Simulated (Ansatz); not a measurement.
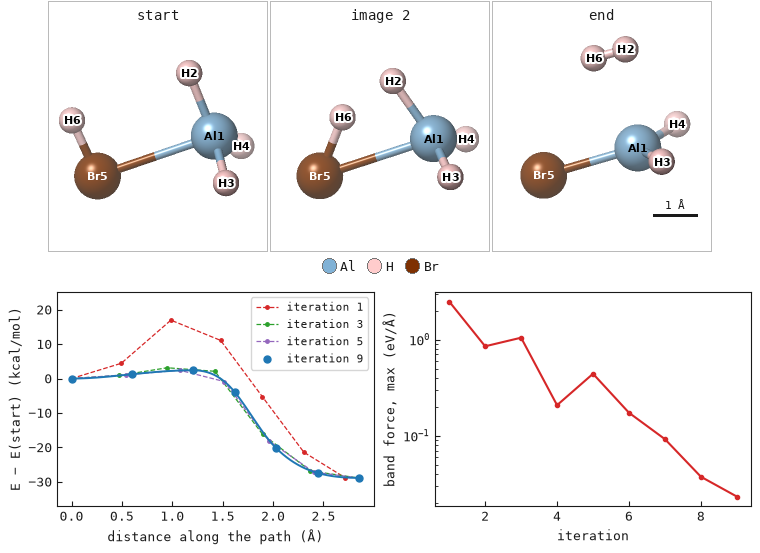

NEB run on AlH₄Br. Images are numbered from 0 (start) to 6 (end). The plot follows the band through its iterations. Style: ball-and-stick. Shown at a tilt.

Computed with RKS B3LYP-D4/def2-SVP in Ansatz 0.2.0. Settings: 5 movable images; climbing image; force threshold 0.03 eV/Å; iteration limit 60; starting path through a guess of the saddle point.

Judge this run.

Answer. The result is final at these settings. The band converged in 9 iterations. The largest component of the band force went from 2.5 to 0.023 eV/Å. The climbing image converged on the top of the path. Its vibrational analysis gives one imaginary mode (304i cm⁻¹), as a transition state must have. The first iteration put the highest image at 17.0 kcal/mol. The highest point, image 2, lies 2.4 kcal/mol above the start and 31.3 kcal/mol above the end; the end is at −28.9 kcal/mol relative to the start.

The run took 89 s on 1 thread of Arm Neoverse V2, with other jobs on the host, peak memory 0.14 GiB.
